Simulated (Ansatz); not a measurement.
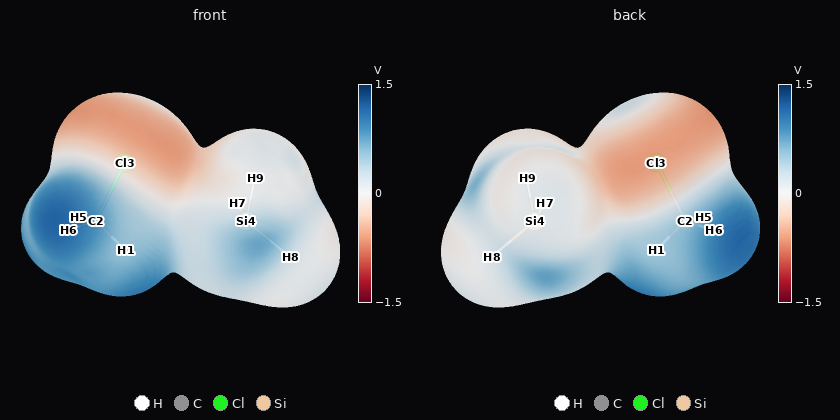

The picture shows: CH3Cl···H3Si (doublet). The molecular electrostatic potential painted on the density surface at 0.002 e/bohr³, seen from the front and from behind; red is negative and blue positive.

The reactant side of a reaction path; geometry: PBE0-D4/def2-TZVP; a saddle point, not a minimum.

Level of theory: Ansatz 0.2.0, UKS PBE0-D4/def2-TZVPP.

Input

```
crystal:
  periodic: [false, false, false]
  atoms:
    - {symbol: H, position_ang: [-0.458739, -1.198485, 0.798746]}
    - {symbol: C, position_ang: [-1.347077, -1.407593, 0.205850]}
    - {symbol: Cl, position_ang: [-1.447776, -0.201240, -1.091078]}
    - {symbol: Si, position_ang: [1.545388, 1.377173, 0.042474]}
    - {symbol: H, position_ang: [-2.240692, -1.330065, 0.820506]}
    - {symbol: H, position_ang: [-1.280411, -2.395130, -0.244333]}
    - {symbol: H, position_ang: [1.900297, 0.883350, -1.311844]}
    - {symbol: H, position_ang: [2.763897, 1.781920, 0.795503]}
    - {symbol: H, position_ang: [0.564914, 2.490170, -0.015725]}
basis:
  gaussian: {orbitals: def2-TZVPP}
magnetization: {spin_polarized: true, initial_magnetization: 1}
hamiltonian: {xc: pbe0, dispersion: d4}
output: {orbitals: {seedname: orbitals}}
```

Command:

```sh
ansatz run in.yaml --threads 4 --pin off --events-out ev --progress --plain --max-ram 9574MiB
```

### Where is the surface potential most negative and most positive?

The most negative region (about −0.6 V, or −14 kcal/mol for a unit charge) lies over Cl3, the most positive (about +1.2 V, or +28 kcal/mol for a unit charge) over H5 and H6. Cl3 shows a σ-hole: about +0.3 V at the tip opposite its bond, against about −0.5 V, or −12 kcal/mol for a unit charge on its flanks.
